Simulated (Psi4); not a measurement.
# SF6 (sulfur hexafluoride): HF/3-21G

Aim: the vertical ionisation energy of SF6 (sulfur hexafluoride) at HF/3-21G, from 2 runs. 

The calculation is run with Psi4 1.11.

2 further runs of the same task are left out: 2 set aside as unsound or not needed. Runs told in other sessions of the task aren't counted.

## Step 1: The system as given

The species is SF6 (7 atoms), meant as a singlet with charge 0. SMILES: `FS(F)(F)(F)(F)F`. The shape is that of a PBE0-D4/def2-TZVP optimisation.

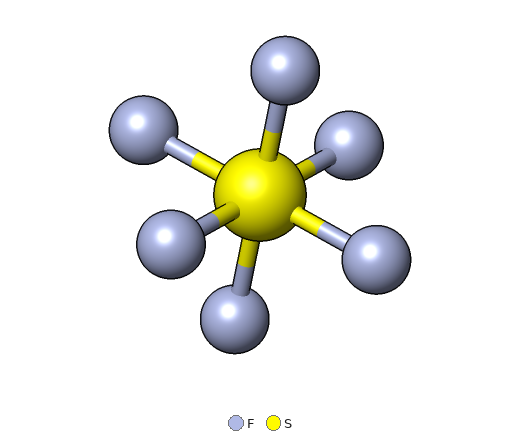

Viewed from a chosen angle; fluorine light blue, sulfur yellow.

## Step 2: Energy and forces at HF/3-21G

Input file input.in:

```
memory 2200 mb

molecule mol {
  F
  S 1 1.565178
  F 2 1.565184 1 90.00069
  F 2 1.565188 1 89.99998 3 179.99764
  F 2 1.565185 3 90.00017 1 179.99772
  F 2 1.565187 1 89.99809 4 90.0014
  F 2 1.56518 1 90.00085 6 179.99927
  symmetry c1
}

set globals {
  basis 3-21G
  puream true
  e_convergence 1e-09
  d_convergence 1e-08
  scf_type pk
}

energy_value, wavefunction = gradient('hf', return_wfn=True)
oeprop(wavefunction, 'WIBERG_LOWDIN_INDICES', 'MAYER_INDICES', 'LOWDIN_CHARGES')
```

Command:

```bash
$ psi4 -i input.in -o input.out -n 1
```

input.out:

```text
[...]
  Running in c1 symmetry.
[...]
  Nuclear repulsion =  565.564144245672878
[...]
  Multiplicity = 1
[...]
  Nalpha       = 35
  Nbeta        = 35
[...]
    Number of basis functions: 67
[...]
   @RHF iter   1:  -988.38346844759735    4.88653e-01   1.10540e-02 DIIS/ADIIS
[...]
   @RHF iter   9:  -988.67980643227372   -2.38742e-12   2.38586e-09 DIIS
[...]
    Orbital Energies [Eh]
    ---------------------
    Doubly Occupied:
       1A    -91.900955     2A    -26.272127     3A    -26.270894
       4A    -26.270893     5A    -26.270892     6A    -26.268983
       7A    -26.268982     8A     -9.445783     9A     -7.123683
      10A     -7.123683    11A     -7.123683    12A     -1.887464
      13A     -1.735339    14A     -1.735337    15A     -1.735335
      16A     -1.665261    17A     -1.665260    18A     -1.119669
      19A     -0.929101    20A     -0.929101    21A     -0.929101
      22A     -0.811426    23A     -0.811425    24A     -0.811424
      25A     -0.734231    26A     -0.734230    27A     -0.734230
      28A     -0.720101    29A     -0.720100    30A     -0.720100
      31A     -0.688307    32A     -0.688307    33A     -0.688306
      34A     -0.681460    35A     -0.681459
[...]
  @RHF Final Energy:  -988.67980643227372
   => Energetics <=
    Nuclear Repulsion Energy =            565.5641442456728782
    One-Electron Energy =               -2498.6946441088743995
    Two-Electron Energy =                 944.4506934309277995
    Total Energy =                       -988.6798064322737218
[...]
 Multipole Moments:
 ------------------------------------------------------------------------------------
     Multipole            Electronic (a.u.)      Nuclear  (a.u.)        Total (a.u.)
 ------------------------------------------------------------------------------------
 L = 1.  Multiply by 2.5417464519 to convert [e a0] to [Debye]
 Dipole X            :          0.0000047            0.0000010            0.0000057
 Dipole Y            :         -0.0000068           -0.0000016           -0.0000083
 Dipole Z            :          0.0000025            0.0000008            0.0000033
 Magnitude           :                                                    0.0000106
[...]
  -Total Gradient:
     Atom            X                  Y                   Z
    ------   -----------------  -----------------  -----------------
       1       -0.000005992525     0.000001473136     0.049661782257
       2        0.000006315156    -0.000004248694    -0.000005185875
       3        0.000006359700     0.049654663699     0.000000034414
       4        0.000002874594    -0.049650528205     0.000001394089
       5       -0.000001633655     0.000001472197    -0.049653166738
       6        0.049651344801    -0.000001844414    -0.000002424627
       7       -0.049659268067    -0.000000987722    -0.000002433524
[...]
```

Run time: 3.9 s. Hardware: 1 thread of Intel Xeon Platinum 8488C (Sapphire Rapids), shared host; peak memory 0.22 GiB.

## Step 3: The doublet cation: a single-point energy at UHF/3-21G

Input file f6s.xyz:

```xyz
7
F6S
F     -0.566040    -1.308390     0.646140
S      0.000000     0.000000     0.000000
F      1.164640     0.012530     1.045590
F     -1.164600    -0.012550    -1.045640
F      0.565990     1.308430    -0.646120
F     -0.879260     0.858880     0.969040
F      0.879260    -0.858900    -0.969010
```

Input file run.py:

```python
import psi4

psi4.set_memory(2200000000)
psi4.set_num_threads(1)
psi4.core.set_output_file('output.dat', False)

with open('f6s.xyz') as f:
    atoms = ''.join(f.readlines()[2:])
geom = psi4.geometry('1 2\n' + atoms + 'symmetry c1')

psi4.set_options({
    'reference': 'uhf',
    'puream': True,
    'e_convergence': 1e-09,
    'd_convergence': 1e-08,
    'scf_type': 'pk',
    'maxiter': 100,
})

e_tot, wfn = psi4.energy('scf/3-21G', return_wfn=True)
psi4.oeprop(wfn, 'LOWDIN_CHARGES', 'QUADRUPOLE', 'MAYER_INDICES', title='SCF')
print(f'scf/3-21G energy: {e_tot:.10f} Eh')
```

Command:

```bash
$ python run.py
```

output.dat:

```text
[...]
  Running in c1 symmetry.
[...]
  Nuclear repulsion =  565.564093798421709
[...]
  Multiplicity = 2
[...]
  Nalpha       = 35
  Nbeta        = 34
[...]
    Number of basis functions: 67
[...]
   @UHF iter   1:  -987.70867016072998    1.16345e+00   1.07147e-02 ADIIS/DIIS
[...]
   @UHF iter  49:  -988.02816600100823    5.79803e-12   5.59396e-09 DIIS
[...]
   @S^2 Observed:                7.663515525E-01
[...]
    Orbital Energies [Eh]
    ---------------------
    Alpha Occupied:
       1A    -92.193007     2A    -26.632779     3A    -26.632570
       4A    -26.632560     5A    -26.630650     6A    -26.547955
       7A    -26.547066     8A     -9.741858     9A     -7.419461
      10A     -7.419461    11A     -7.418448    12A     -2.204738
      13A     -2.075970    14A     -2.075961    15A     -2.009769
      16A     -2.003491    17A     -1.953076    18A     -1.420312
      19A     -1.246900    20A     -1.246897    21A     -1.206722
      22A     -1.164701    23A     -1.112575    24A     -1.112569
      25A     -1.080816    26A     -1.080808    27A     -1.063213
      28A     -1.051764    29A     -1.019471    30A     -1.013308
      31A     -0.996415    32A     -0.996414    33A     -0.976485
      34A     -0.976483    35A     -0.949239
[...]
  @UHF Final Energy:  -988.02816600100823
   => Energetics <=
    Nuclear Repulsion Energy =            565.5640937984217089
    One-Electron Energy =               -2477.5036329838899292
    Two-Electron Energy =                 923.9113731844599897
    Total Energy =                       -988.0281660010082305
  UHF NO Occupations:
  HONO-2 :   33  A 1.9967829
  HONO-1 :   34  A 1.9967823
  HONO-0 :   35  A 1.0000000
  LUNO+0 :   36  A 0.0032177
  LUNO+1 :   37  A 0.0032171
[...]
 Multipole Moments:
 ------------------------------------------------------------------------------------
     Multipole            Electronic (a.u.)      Nuclear  (a.u.)        Total (a.u.)
 ------------------------------------------------------------------------------------
 L = 1.  Multiply by 2.5417464519 to convert [e a0] to [Debye]
 Dipole X            :          0.0000363            0.0000021            0.0000384
 Dipole Y            :         -0.0000123            0.0000000           -0.0000123
 Dipole Z            :         -0.0000330            0.0000000           -0.0000330
 Magnitude           :                                                    0.0000521
 L = 2.  Multiply by 1.3450342976 to convert [e a0^2] to [Debye ang]
 Quadrupole XX       :       -187.2736967          157.4718021          -29.8018946
 Quadrupole XY       :         -0.0128605           -0.0002315           -0.0130920
[...]
```

The script printed:

```text
scf/3-21G energy: -988.0281660010 Eh
```

Run time: 4.2 s. Hardware: 1 thread of Intel Xeon Platinum 8488C (Sapphire Rapids), shared host; peak memory 0.22 GiB.

## Step 4: Summary of results

Level: HF/3-21G.

```
                                          quantity          value
                         singlet SF6: total energy  -988.67981 Eh
                        singlet SF6: dipole moment         0.00 D
                          singlet SF6: HOMO energy      -18.54 eV
                          singlet SF6: LUMO energy        2.67 eV
                        singlet SF6: HOMO–LUMO gap       21.21 eV
             singlet SF6: largest force on an atom     2.554 eV/Å
                      doublet cation: total energy  -988.02817 Eh
doublet cation: HOMO energy (highest over α and β)      -23.98 eV
 doublet cation: LUMO energy (lowest over α and β)      -16.72 eV
                              doublet cation: ⟨S²⟩          0.766
vertical ionisation energy (to the doublet cation)      17.732 eV
```

What this shows: Removing an electron at fixed nuclei costs 17.73 eV (409 kcal/mol). The largest force (singlet SF6) is 2.55 eV/Å: the shape isn't a stationary point for this species at this level. The negative HOMO energy of the first species, 18.54 eV, lies 0.81 eV above that difference.
